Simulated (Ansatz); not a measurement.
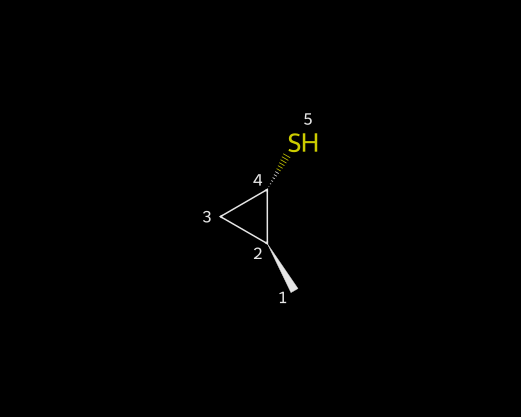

A structural formula, with wedges where it has stereocentres; small numbers name the atoms. The configuration is that of a computed structure (PBE-D4/def2-SVP).

Give the R/S and E/Z labels.

Answer. C2: S; C4: S.

Write the isomeric SMILES.

Answer. C[C@H]1C[C@@H]1S
